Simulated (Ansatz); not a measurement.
# Grüneisen parameters and expansion of KBr (Fm-3m), part 3 of 4

Wanted: mode Grüneisen parameters of KBr and a free-energy fit over volumes.

What experiment has found for this phase:
- volume expansion coefficient 116.1 1e-6/K and heat capacity C_P per formula unit 52.3 J/mol/K near room temperature (given in “High-Throughput Prediction of Finite-Temperature Properties using the Quasi-Harmonic Approximation”, 2016, arXiv:1603.06924)
- volume expansion coefficient 117.6 1e-6/K near room temperature (given in “Descriptors for thermal expansion in solids”, 2017, arXiv:1701.03966)

Ansatz 0.2.0; DFT PBE, scalar-relativistic, plane waves, PAW.

So far, highest frequency (cm⁻¹): step 5 (phonons, V/V0 1) 151.

### 9. Lattice dynamics at this volume, V/V0 0.985

Phonons at this volume give one point of F(V, T); meshes stay fixed along the series.

Contents of input.yaml:

```yaml
crystal:
  lattice:
    - [0.0, 3.3359098349, 3.3359098349]
    - [3.3359098349, 0.0, 3.3359098349]
    - [3.3359098349, 3.3359098349, 0.0]
  atoms:
    - { symbol: K, position: [0.0, 0.0, 0.0] }
    - { symbol: Br, position: [0.5, 0.5, 0.5] }
kpoints:
  mp_grid: { grid: [8, 8, 8] }
hamiltonian:
  xc: pbe
scf:
  occupations: { method: fixed }
output:
  eigenvalues: true
phonons:
  method: dfpt
  dielectric: true
  rigid_motions: translations
  qmesh: [4, 4, 4]
  temperatures: { t_max: 1000, t_step: 50 }
  qpath:
    path:
      - [[0.0, 0.0, 0.0], [0.5, 0.0, 0.5], [0.625, 0.25, 0.625]]
      - [[0.375, 0.375, 0.75], [0.0, 0.0, 0.0], [0.5, 0.5, 0.5], [0.5, 0.25, 0.75], [0.5, 0.0, 0.5]]
    npoints: 10
```

Command:

```console
ansatz run input.yaml --threads 2 --pin off --max-ram 5120MiB --backend cpu --events-out ev --progress --plain --runs-dir out
```

Numbers of over 12 decimals in the logs are rounded to 6 here.

The program printed:

```text
[...]
Crystal: 2 atoms, lattice volume = 74.246 Å³
Basis set: ecut = 420 eV, 1459 PW (Γ), exchange–correlation on 64×64×64 points (8 copies of the dense FFT grid, shifted against one another)
Bands: 12, of which v1, the nominal top of the filled ones, is band 8 counted from 1 (7 counted from 0)
Symmetry: 48 space group operations
k-points: 59 of 512 (irreducible under 8 space group operations, time reversal used)
[...]
optical modes at Γ + LO–TO along q̂ = [0.0000, 1.0000, 0.0000]:
      ω (cm⁻¹)  modes    IR ((D/Å)²/amu)
        104.14      2             2.2552
        154.03      1             1.1276
  optical modes at Γ + LO–TO along q̂ = [0.0000, 0.0000, 1.0000]:
      ω (cm⁻¹)  modes    IR ((D/Å)²/amu)
        104.14      2             2.2552
        154.03      1             1.1276
--- Phonons (arbitrary-q DFPT): 8 irreducible q on the 4×4×4 mesh ---
[...]
interpolated dispersion: 63 rows × 6 modes
[...]
[key lines of the parts left out:]
SCF converged after 7 iterations
Free energy (F): -4324.503297 eV
Fermi energy:    0.853858 eV
```

Wall time 2.6 min (2 threads of Arm Neoverse V2, shared host); peak memory 1.2 GiB.

LO-TO term included. The phonon branches at the labelled points (cm⁻¹):

```
    point  branch 1  branch 2  branch 3  branch 4  branch 5  branch 6
        Γ         0         0         0       104       104       154
        X        42        42        72       108       108       115
        U        53        66        68       102       113       113
jump to K        53        66        68       102       113       113
        Γ         0         0         0       104       104       154
        L        65        65        89        89        90       137
        W        60        60        73       102       112       112
        X        42        42        72       108       108       115
```

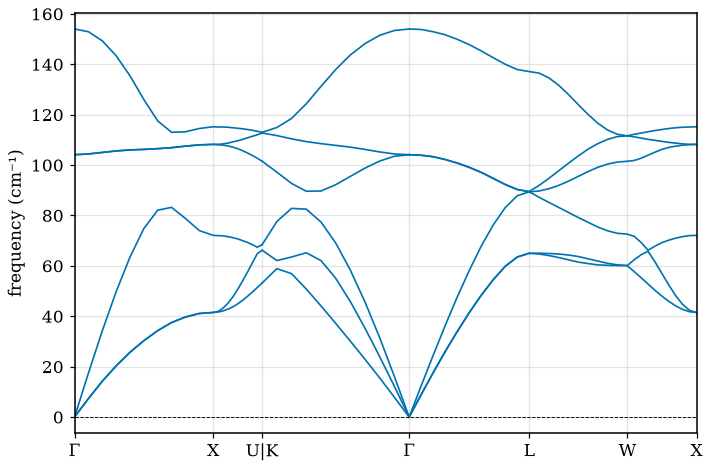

Phonon branches along the path.

No mode is imaginary beyond numerical noise at the solved wavevectors. The highest zone-centre mode (no LO–TO term) moved by +3.9 % for a volume change of -1.5 %.

### 10. A cell at another volume, V/V0 1.03

Symmetry fixes every atom, so a single point at the scaled cell gives the energy and pressure of this member.

The cell differs from the one that the last finished run ended in (a 4.718 → 4.788 Å, b 4.718 → 4.788 Å, c 4.718 → 4.788 Å).

input.yaml, the sections that differ from step 9:

```yaml
crystal:
  lattice:
    - [0.0, 3.3859559344, 3.3859559344]
    - [3.3859559344, 0.0, 3.3859559344]
    - [3.3859559344, 3.3859559344, 0.0]
  atoms:
    - { symbol: K, position: [0.0, 0.0, 0.0] }
    - { symbol: Br, position: [0.5, 0.5, 0.5] }
output:
  forces: true
  stress: true
  eigenvalues: true
# kpoints, hamiltonian, scf: as in step 9
# phonons: removed
```

The program printed:

```text
[...]
Crystal: 2 atoms, lattice volume = 77.638 Å³
Basis set: ecut = 420 eV, 1471 PW (Γ), exchange–correlation on 72×72×72 points (8 copies of the dense FFT grid, shifted against one another)
Bands: 12, of which v1, the nominal top of the filled ones, is band 8 counted from 1 (7 counted from 0)
Symmetry: 48 space group operations
[...]
k-points: 29 of 512
[...]
P = ⅓ Tr σ = -0.3706 GPa (-3.706 kbar)
--- Band table (eV; the first three rows and the last of 29) ---
  k-point 0: bands = [... 4 lower, -10.8469, 0.5726, 0.5726, 0.5726, 4.8097, 8.1486, 8.1486, 8.1486]
  k-point 1: bands = [... 4 lower, -10.8101, 0.3784, 0.5297, 0.5297, 5.1713, 8.0405, 8.3190, 8.3190]
  k-point 2: bands = [... 4 lower, -10.7296, -0.0143, 0.4298, 0.4298, 5.9950, 7.9729, 8.7944, 8.7944]
  k-point 28: bands = [... 4 lower, -10.7615, 0.0473, 0.0473, 0.1105, 7.8637, 7.8637, 8.5287, 9.2462]
[key lines of the parts left out:]
SCF converged after 6 iterations
Free energy (F): -4324.501343 eV
Fermi energy:    0.572616 eV
```

Elapsed: 0.86 s, on 2 threads; peak memory 0.32 GiB.

The run ends at a pressure of -0.37 GPa.

### 11. Phonons, V/V0 1.03

The same q-mesh and k-mesh are kept at every volume, so that much of their error can cancel in the differences.

input.yaml, the sections that differ from step 10:

```yaml
output:
  eigenvalues: true
phonons:
  method: dfpt
  dielectric: true
  rigid_motions: translations
  qmesh: [4, 4, 4]
  temperatures: { t_max: 1000, t_step: 50 }
  qpath:
    path:
      - [[0.0, 0.0, 0.0], [0.5, 0.0, 0.5], [0.625, 0.25, 0.625]]
      - [[0.375, 0.375, 0.75], [0.0, 0.0, 0.0], [0.5, 0.5, 0.5], [0.5, 0.25, 0.75], [0.5, 0.0, 0.5]]
    npoints: 10
# crystal, kpoints, hamiltonian, scf: as in step 10
```

The program printed:

```text
[...]
Crystal: 2 atoms, lattice volume = 77.638 Å³
Basis set: ecut = 420 eV, 1471 PW (Γ), exchange–correlation on 72×72×72 points (8 copies of the dense FFT grid, shifted against one another)
Bands: 12, of which v1, the nominal top of the filled ones, is band 8 counted from 1 (7 counted from 0)
Symmetry: 48 space group operations
k-points: 59 of 512 (irreducible under 8 space group operations, time reversal used)
[...]
optical modes at Γ + LO–TO along q̂ = [0.0000, 1.0000, 0.0000]:
      ω (cm⁻¹)  modes    IR ((D/Å)²/amu)
         92.73      2             2.2876
        146.11      1             1.1438
  optical modes at Γ + LO–TO along q̂ = [0.0000, 0.0000, 1.0000]:
      ω (cm⁻¹)  modes    IR ((D/Å)²/amu)
         92.73      2             2.2876
        146.11      1             1.1438
--- Phonons (arbitrary-q DFPT): 8 irreducible q on the 4×4×4 mesh ---
[...]
interpolated dispersion: 63 rows × 6 modes
[...]
[key lines of the parts left out:]
SCF converged after 9 iterations
Free energy (F): -4324.501343 eV
Fermi energy:    0.572737 eV
```

It took 2.9 min on 2 threads; peak memory 1.2 GiB; 5.8 min of CPU time.

LO-TO term included. The phonon branches at the labelled points (cm⁻¹):

```
    point  branch 1  branch 2  branch 3  branch 4  branch 5  branch 6
        Γ         0         0         0        93        93       146
        X        43        43        72        96        96       103
        U        51        66        67        90       101       102
jump to K        51        66        67        90       101       102
        Γ         0         0         0        93        93       146
        L        58        58        80        80        85       130
        W        61        61        67        93        99        99
        X        43        43        72        96        96       103
```

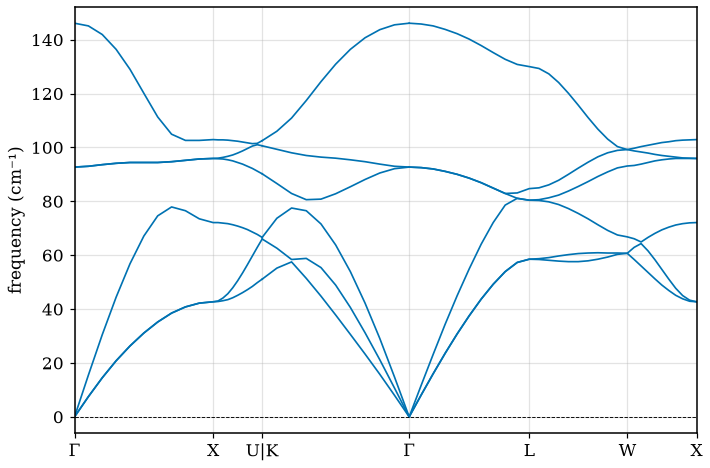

Phonon branches along the path.

No mode is imaginary beyond numerical noise at the solved wavevectors. The highest zone-centre mode (no LO–TO term) moved by -7.5 % for a volume change of +3.0 %.

### 12. Single point at a scaled cell, V/V0 0.97

Symmetry fixes every atom, so a single point at the scaled cell gives the energy and pressure of this member.

The cell differs from the one that the last finished run ended in (a 4.788 → 4.694 Å, b 4.788 → 4.694 Å, c 4.788 → 4.694 Å).

input.yaml, the sections that differ from step 11:

```yaml
crystal:
  lattice:
    - [0.0, 3.3188895906, 3.3188895906]
    - [3.3188895906, 0.0, 3.3188895906]
    - [3.3188895906, 3.3188895906, 0.0]
  atoms:
    - { symbol: K, position: [0.0, 0.0, 0.0] }
    - { symbol: Br, position: [0.5, 0.5, 0.5] }
output:
  forces: true
  stress: true
  eigenvalues: true
# kpoints, hamiltonian, scf: as in step 11
# phonons: removed
```

The program printed:

```text
[...]
Crystal: 2 atoms, lattice volume = 73.115 Å³
Basis set: ecut = 420 eV, 1459 PW (Γ), exchange–correlation on 64×64×64 points (8 copies of the dense FFT grid, shifted against one another)
Bands: 12, of which v1, the nominal top of the filled ones, is band 8 counted from 1 (7 counted from 0)
Symmetry: 48 space group operations
[...]
k-points: 29 of 512
[...]
P = ⅓ Tr σ = 0.4410 GPa (4.410 kbar)
--- Band table (eV; the first three rows and the last of 29) ---
  k-point 0: bands = [... 4 lower, -10.3343, 0.9542, 0.9542, 0.9542, 5.3442, 8.5544, 8.5544, 8.5544]
  k-point 1: bands = [... 4 lower, -10.2946, 0.7379, 0.9041, 0.9041, 5.7293, 8.4510, 8.7356, 8.7356]
  k-point 2: bands = [... 4 lower, -10.2064, 0.3029, 0.7881, 0.7881, 6.5819, 8.4229, 9.2411, 9.2411]
  k-point 28: bands = [... 4 lower, -10.2414, 0.3817, 0.3817, 0.4350, 8.3211, 8.3211, 9.1481, 9.8773]
[key lines of the parts left out:]
SCF converged after 6 iterations
Free energy (F): -4324.501009 eV
Fermi energy:    0.954250 eV
```

The job ended after 0.8 s (2 threads; peak memory 0.3 GiB).

The run ends at a pressure of 0.44 GPa.

### 13. Lattice dynamics at this volume, V/V0 0.97

The same q-mesh and k-mesh are kept at every volume, so that much of their error can cancel in the differences.

input.yaml, the sections that differ from step 12:

```yaml
output:
  eigenvalues: true
phonons:
  method: dfpt
  dielectric: true
  rigid_motions: translations
  qmesh: [4, 4, 4]
  temperatures: { t_max: 1000, t_step: 50 }
  qpath:
    path:
      - [[0.0, 0.0, 0.0], [0.5, 0.0, 0.5], [0.625, 0.25, 0.625]]
      - [[0.375, 0.375, 0.75], [0.0, 0.0, 0.0], [0.5, 0.5, 0.5], [0.5, 0.25, 0.75], [0.5, 0.0, 0.5]]
    npoints: 10
# crystal, kpoints, hamiltonian, scf: as in step 12
```

The program printed:

```text
[...]
Crystal: 2 atoms, lattice volume = 73.115 Å³
Basis set: ecut = 420 eV, 1459 PW (Γ), exchange–correlation on 64×64×64 points (8 copies of the dense FFT grid, shifted against one another)
Bands: 12, of which v1, the nominal top of the filled ones, is band 8 counted from 1 (7 counted from 0)
Symmetry: 48 space group operations
k-points: 59 of 512 (irreducible under 8 space group operations, time reversal used)
[...]
optical modes at Γ + LO–TO along q̂ = [0.0000, 1.0000, 0.0000]:
      ω (cm⁻¹)  modes    IR ((D/Å)²/amu)
        108.13      2             2.2436
        156.88      1             1.1218
  optical modes at Γ + LO–TO along q̂ = [0.0000, 0.0000, 1.0000]:
      ω (cm⁻¹)  modes    IR ((D/Å)²/amu)
        108.13      2             2.2436
        156.88      1             1.1218
--- Phonons (arbitrary-q DFPT): 8 irreducible q on the 4×4×4 mesh ---
[...]
interpolated dispersion: 63 rows × 6 modes
[...]
[key lines of the parts left out:]
SCF converged after 9 iterations
Free energy (F): -4324.501009 eV
Fermi energy:    0.954439 eV
```

It took 2.6 min on 2 threads; peak memory 1.2 GiB.

No mode is imaginary beyond numerical noise at the solved wavevectors. The highest zone-centre mode (no LO–TO term) moved by +7.9 % for a volume change of -3.0 %.

### 14. Single point at a scaled cell, V/V0 1.05

Symmetry fixes every atom, so a single point at the scaled cell gives the energy and pressure of this member.

The cell differs from the one that the last finished run ended in (a 4.694 → 4.819 Å, b 4.694 → 4.819 Å, c 4.694 → 4.819 Å).

input.yaml, the sections that differ from step 13:

```yaml
crystal:
  lattice:
    - [0.0, 3.4077311691, 3.4077311691]
    - [3.4077311691, 0.0, 3.4077311691]
    - [3.4077311691, 3.4077311691, 0.0]
  atoms:
    - { symbol: K, position: [0.0, 0.0, 0.0] }
    - { symbol: Br, position: [0.5, 0.5, 0.5] }
output:
  forces: true
  stress: true
  eigenvalues: true
# kpoints, hamiltonian, scf: as in step 13
# phonons: removed
```

The program printed:

```text
[...]
Crystal: 2 atoms, lattice volume = 79.145 Å³
Basis set: ecut = 420 eV, 1471 PW (Γ), exchange–correlation on 72×72×72 points (8 copies of the dense FFT grid, shifted against one another)
Bands: 12, of which v1, the nominal top of the filled ones, is band 8 counted from 1 (7 counted from 0)
Symmetry: 48 space group operations
[...]
k-points: 29 of 512
[...]
P = ⅓ Tr σ = -0.5843 GPa (-5.843 kbar)
--- Band table (eV; the first three rows and the last of 29) ---
  k-point 0: bands = [... 4 lower, -11.0069, 0.4570, 0.4570, 0.4570, 4.6472, 8.0223, 8.0223, 8.0223]
  k-point 1: bands = [... 4 lower, -10.9705, 0.2694, 0.4161, 0.4161, 5.0015, 7.9128, 8.1894, 8.1894]
  k-point 2: bands = [... 4 lower, -10.8917, -0.1106, 0.3209, 0.3209, 5.8152, 7.8339, 8.6554, 8.6554]
  k-point 28: bands = [... 4 lower, -10.9228, -0.0536, -0.0536, 0.0118, 7.7215, 7.7215, 8.3359, 9.0507]
[key lines of the parts left out:]
SCF converged after 6 iterations
Free energy (F): -4324.496834 eV
Fermi energy:    0.456973 eV
```

The job ended after 0.96 s (2 threads; peak memory 0.32 GiB; 1.8 s of CPU time).

The run ends at a pressure of -0.58 GPa.

### 15. Lattice dynamics at this volume, V/V0 1.05

The same q-mesh and k-mesh are kept at every volume, so that much of their error can cancel in the differences.

input.yaml, the sections that differ from step 14:

```yaml
output:
  eigenvalues: true
phonons:
  method: dfpt
  dielectric: true
  rigid_motions: translations
  qmesh: [4, 4, 4]
  temperatures: { t_max: 1000, t_step: 50 }
  qpath:
    path:
      - [[0.0, 0.0, 0.0], [0.5, 0.0, 0.5], [0.625, 0.25, 0.625]]
      - [[0.375, 0.375, 0.75], [0.0, 0.0, 0.0], [0.5, 0.5, 0.5], [0.5, 0.25, 0.75], [0.5, 0.0, 0.5]]
    npoints: 10
# crystal, kpoints, hamiltonian, scf: as in step 14
```

The program printed:

```text
[...]
Crystal: 2 atoms, lattice volume = 79.145 Å³
Basis set: ecut = 420 eV, 1471 PW (Γ), exchange–correlation on 72×72×72 points (8 copies of the dense FFT grid, shifted against one another)
Bands: 12, of which v1, the nominal top of the filled ones, is band 8 counted from 1 (7 counted from 0)
Symmetry: 48 space group operations
k-points: 59 of 512 (irreducible under 8 space group operations, time reversal used)
[...]
optical modes at Γ + LO–TO along q̂ = [0.0000, 1.0000, 0.0000]:
      ω (cm⁻¹)  modes    IR ((D/Å)²/amu)
         87.89      2             2.3008
        142.86      1             1.1504
  optical modes at Γ + LO–TO along q̂ = [0.0000, 0.0000, 1.0000]:
      ω (cm⁻¹)  modes    IR ((D/Å)²/amu)
         87.89      2             2.3008
        142.86      1             1.1504
--- Phonons (arbitrary-q DFPT): 8 irreducible q on the 4×4×4 mesh ---
[...]
interpolated dispersion: 63 rows × 6 modes
[...]
[key lines of the parts left out:]
SCF converged after 7 iterations
Free energy (F): -4324.496834 eV
Fermi energy:    0.456910 eV
```

Run time: 3 min. Hardware: 2 threads; peak memory 1.2 GiB.

LO-TO term included. Phonon branches along the path, in cm⁻¹:

```
    point  branch 1  branch 2  branch 3  branch 4  branch 5  branch 6
        Γ         0         0         0        88        88       143
        X        43        43        72        91        91        98
        U        50        65        66        85        96        98
jump to K        50        65        66        85        96        98
        Γ         0         0         0        88        88       143
        L        56        56        77        77        83       127
        W        61        61        64        90        94        94
        X        43        43        72        91        91        98
```

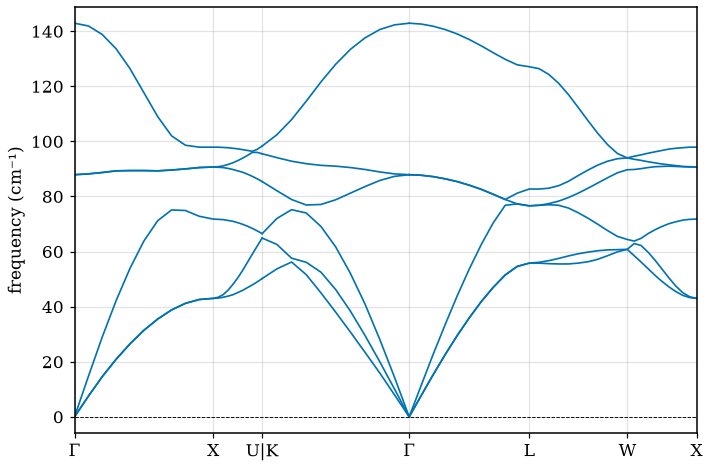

Phonon branches along the path.

No mode is imaginary beyond numerical noise at the solved wavevectors. The highest zone-centre mode (no LO–TO term) moved by -12.3 % for a volume change of +5.0 %.

(Continued in part 4 of 4.)

[Logs are printed without paths, hosts, clocks, repeated set-up lines and the standing remarks that a program may print on its own settings, such as how far it seeks lower states.]

[Hosts, paths, dates, database ids (printed as entryN), source tags and the programs' standing remarks are cut or masked in the printed files.]

[A step with changed settings may run another functional than the one named; its input shows which.]

[Of the runs on displaced cells, only some may be shown.]
